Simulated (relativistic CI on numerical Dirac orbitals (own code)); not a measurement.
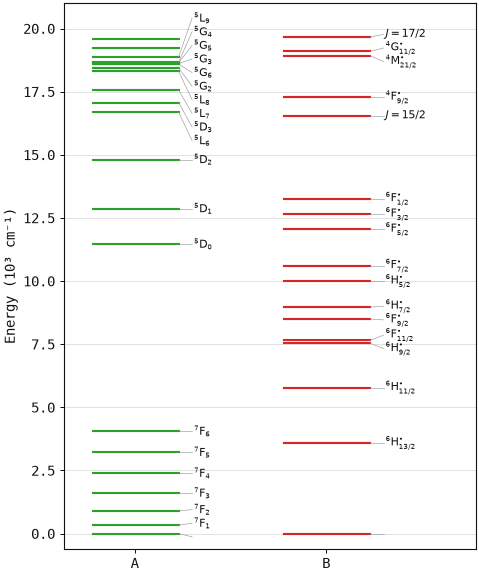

Free-ion levels of two f-shell ions up to 20,000 cm⁻¹ (a Dieke-type diagram), ground labels left off. The ions are Dy³⁺ and Sm²⁺. Computed by relativistic configuration interaction, KLI exchange-only orbitals, Breit term, model QED, valence Slater integrals scaled by 0.7. One f configuration each; labels give the leading LS term, or J alone where it holds under half of the level.

Which column is which ion, and what are the ground levels?

A is Sm²⁺ (4f⁶), ground level ⁷F₀, first excited level ⁷F₁ at 333 cm⁻¹, largest gap 7,410 cm⁻¹ from ⁷F₆ to ⁵D₀; B is Dy³⁺ (4f⁹), ground level ⁶H°₁₅/₂, first excited level ⁶H°₁₃/₂ at 3,590 cm⁻¹, largest gap 3,590 cm⁻¹ from ⁶H°₁₅/₂ to ⁶H°₁₃/₂.
